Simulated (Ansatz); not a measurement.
Consider C5H7F2GaO2 (SMILES CC1=CC(C)=[O+][Ga-]([F])([F])[O]1).

Input

```
crystal:
  periodic: [false, false, false]
  atoms:
    - {symbol: C, position_ang: [1.509978, -2.081947, -0.677167]}
    - {symbol: C, position_ang: [0.941936, -0.779601, -0.226944]}
    - {symbol: C, position_ang: [-0.437839, -0.574110, -0.241063]}
    - {symbol: C, position_ang: [-1.082119, 0.598108, 0.155178]}
    - {symbol: C, position_ang: [-2.568157, 0.694100, 0.092427]}
    - {symbol: O, position_ang: [-0.497419, 1.648239, 0.587020]}
    - {symbol: Ga, position_ang: [1.370748, 1.802991, 0.768135]}
    - {symbol: F, position_ang: [1.795877, 1.959363, 2.455563]}
    - {symbol: F, position_ang: [1.980384, 3.006673, -0.341859]}
    - {symbol: O, position_ang: [1.809047, 0.078389, 0.151323]}
    - {symbol: H, position_ang: [2.201110, -1.900017, -1.503729]}
    - {symbol: H, position_ang: [0.741140, -2.785358, -0.989756]}
    - {symbol: H, position_ang: [2.095354, -2.513825, 0.138134]}
    - {symbol: H, position_ang: [-1.057410, -1.388517, -0.586597]}
    - {symbol: H, position_ang: [-2.841824, 1.532056, -0.553263]}
    - {symbol: H, position_ang: [-3.028824, -0.219554, -0.277228]}
    - {symbol: H, position_ang: [-2.950881, 0.922610, 1.090025]}
basis:
  gaussian: {orbitals: def2-TZVPP}
hamiltonian: {xc: pbe0, dispersion: d4}
output: {orbitals: {seedname: orbitals}}
```

Run with:

```sh
ansatz run in.yaml --threads 4 --pin off --events-out ev --progress --plain --max-ram 46080MiB --backend cuda --devices 0, --max-vram 37GiB
```

Geometry: PBE0-D4/def2-TZVP.

Theory: RKS PBE0-D4/def2-TZVPP in Ansatz.

Q: Predict the electron density and electron localisation function between the atoms.

A: C–O (1.28 Å): the density is about 2.8 e/Å³ at the midpoint; the ELF peaks at about 0.90 between the atoms (a polar covalent bond).
C–C (1.40 Å): the density is about 2.2 e/Å³ at the midpoint; the ELF peaks at about 0.95 between the atoms: a covalent bond.
Ga–O (1.88 Å): ρ at the midpoint is about 0.73 e/Å³; the ELF peaks at about 0.90 in the valence shell of O, 0.6 Å from its nucleus, and is about 0.25 at the midpoint.
C–H (1.08 Å): ρ at the midpoint is about 2.1 e/Å³; the ELF climbs to about 1 towards the hydrogen, as it does in any bond to H (a covalent bond by its length).

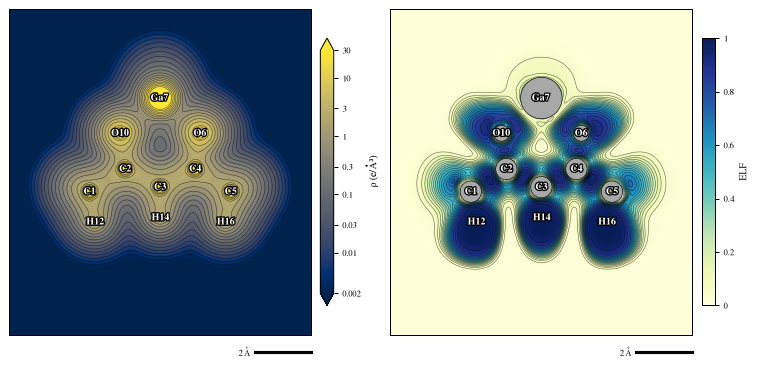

Computed electron density and electron localisation function on the plane of atoms C2, C3 and H14, in this order. Grey discs cover the atomic cores in the ELF map. 
